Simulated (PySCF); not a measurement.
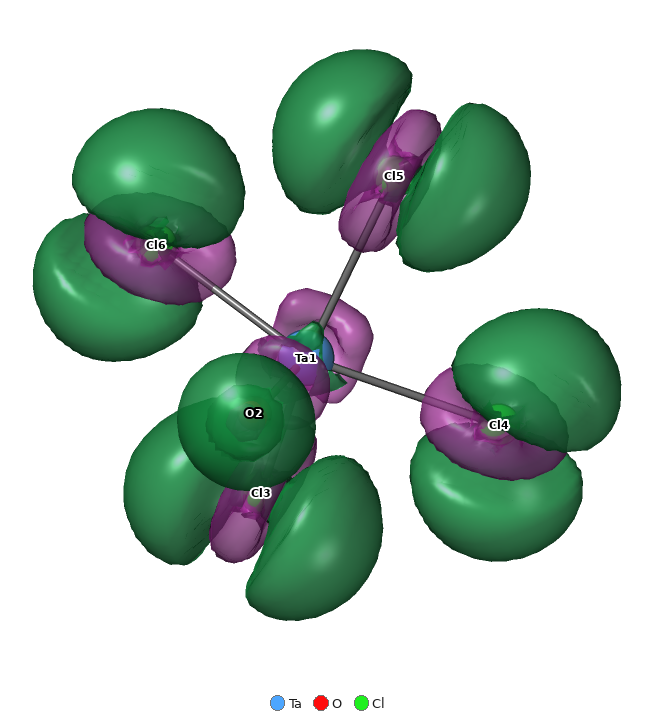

*[TaOCl4]- (Cl$_{4}$OTa, charge −1). Fukui function f⁻ = ρ(N) − ρ(N−1) at fixed geometry, surfaces at ±0.01 e/Å³ (green positive, purple negative).*

Method: CAM-B3LYP/def2-SVPD; geometry: GFN2-xTB; program: PySCF. Core potentials replace the inner electrons of Ta; spin–orbit coupling isn't included. This is a single-reference result, which may miss multireference character in this system. No frequency check shows the geometry to be a minimum. GFN2-xTB bond lengths at metals and heavier atoms can be off by up to 0.1 Å and shapes distorted, which carries into these values.

On which atoms does the density change most on removal of an electron?

Answer. f⁻ (Hirshfeld-condensed) is largest on Cl3, Cl4, Cl5 and Cl6 (0.22 each); the vertical detachment energy is 6.23 eV (the stability of the neutral species's solution wasn't checked). Condensed values hint at sites of electrophilic attack but needn't mark the atom that reacts. Orbital relaxation makes it negative in places (0.17 e in all).

The PySCF run took 59 s on 1 thread of Intel(R) Xeon(R) Platinum 8375C CPU @ 2.90GHz (Ice Lake) (shared host), peak memory 0.86 GiB.
